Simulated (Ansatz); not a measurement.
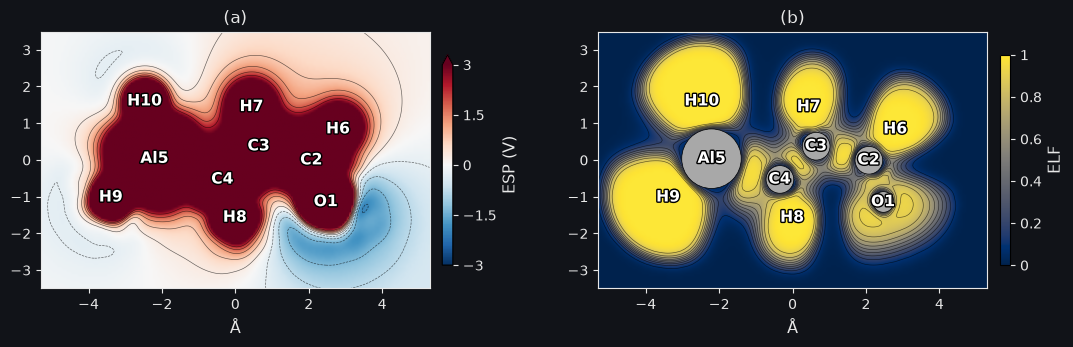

*C3H5AlO (SMILES O=CC=[CH][AlH2]). (a) electrostatic potential; (b) electron localisation function on the molecular plane. Grey discs cover the atomic cores in the ELF map.*

Geometry: PBE0-D4/def2-TZVP.

The calculation used RKS PBE0-D4/def2-TZVPP in Ansatz 0.2.0.

```xyz
10

O    -2.6651    0.5268    0.0952
C    -1.7439    0.7283    0.8431
C    -0.3396    0.3348    0.5617
C     0.0241   -0.2878   -0.5680
Al    1.8832   -0.7785   -0.8783
H    -1.9101    1.2374    1.8151
H     0.3838    0.5855    1.3369
H    -0.7932   -0.4826   -1.2644
H     2.3322   -1.5153   -2.2063
H     2.9118   -0.3998    0.2681
```

> Read the bonding off the picture.

The plane passes through O, C, Al and H nuclei. C–O (1.20 Å): the ELF peaks at about 0.85 between the atoms: a short, multiple covalent bond. C–C (1.34 Å): the ELF peaks at about 0.95 between the atoms: a multiple bond. C–Al (1.95 Å): the ELF peaks at about 0.95 between the atoms (a shared but strongly polarised pair). C–H (1.09 Å): the ELF climbs to about 1 towards the hydrogen, as it does in any bond to H; a covalent bond by its length. C–C (1.49 Å): the ELF peaks at about 0.95 between the atoms (a shared electron pair). The ELF also peaks beside O1, away from the bonds: lone-pair regions. Outside the dense part of the molecule the potential is most negative (−1.9 V) near O1.
